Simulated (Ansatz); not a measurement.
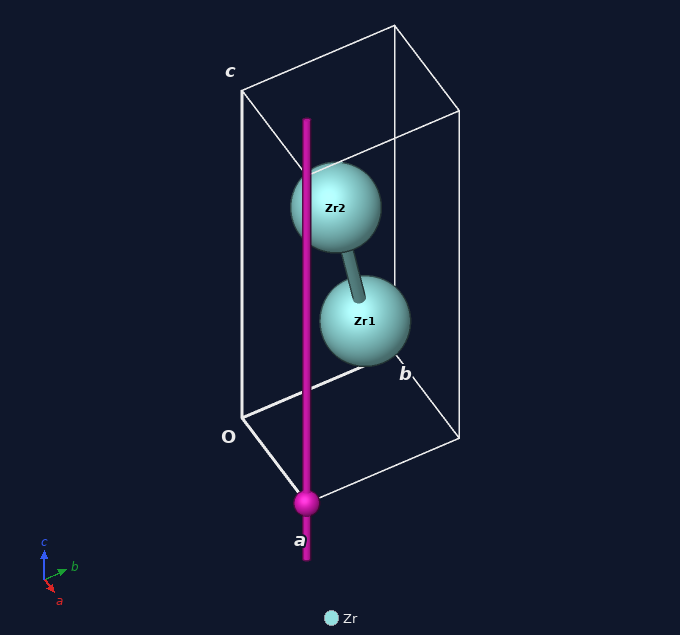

Crystal: Zr, the input geometry of an electronic-structure calculation (not necessarily at equilibrium). The coloured rod is the axis of a symmetry operation of the crystal, the small sphere its inversion point. The drawing is computed from the coordinates (standard cell, symmetry found to 0.002 Å).

a = 3.267 Å, b = 3.267 Å, c = 5.233 Å, α = 90.00°, β = 90.00°, γ = 120.00°.

| atom | x | y | z |
| --- | --- | --- | --- |
| Zr1 | 0.3333 | 0.6667 | 0.2500 |
| Zr2 | 0.6667 | 0.3333 | 0.7500 |

Take the operation x, y, z → x−y, x−1, −z.

Question: What kind of operation is it, and where does it lie?

Answer: It is a −3 rotoinversion axis with its inversion point at (1, 0, 0), along [0 0 1].

Question: Onto which atom does it carry each atom (up to whole multiples of a, b and c)?

Answer: Zr1 → Zr2, Zr2 → Zr1.

Question: What is the crystal's space group?

Answer: No. 194, P6₃/mmc.
